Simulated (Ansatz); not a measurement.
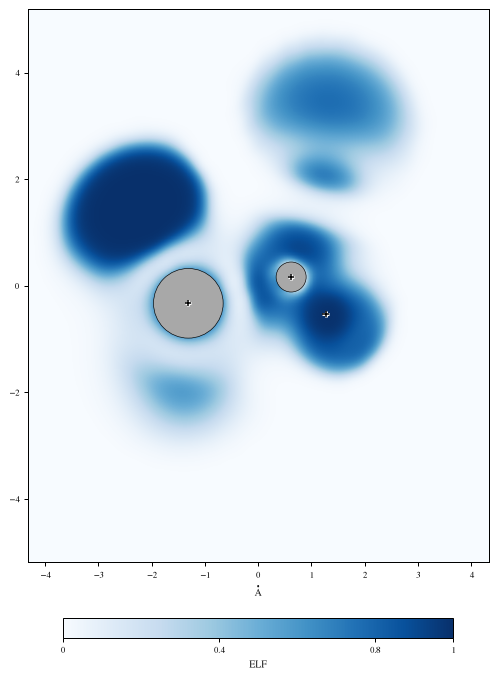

The ELF on a plane through atoms (crosses mark nuclei in the plane; grey discs cover the cores).

Computed with Ansatz 0.2.0, RHF/def2-SVP.

Candidates:
A. H4OSn···HCl
B. Cl2F2Ge

Which candidate gave the map?

Candidate A: H4OSn···HCl on the plane of atoms Sn1, O4 and H5, which holds Sn, O and H. Sn–O (1.99 Å): the ELF peaks at about 0.85 in the valence shell of O, 0.6 Å from its nucleus, and drops to about 0.10 between the two atoms. O–H (0.95 Å): the ELF climbs to about 1 towards the hydrogen, as it does in any bond to H; an ordinary covalent bond to hydrogen.
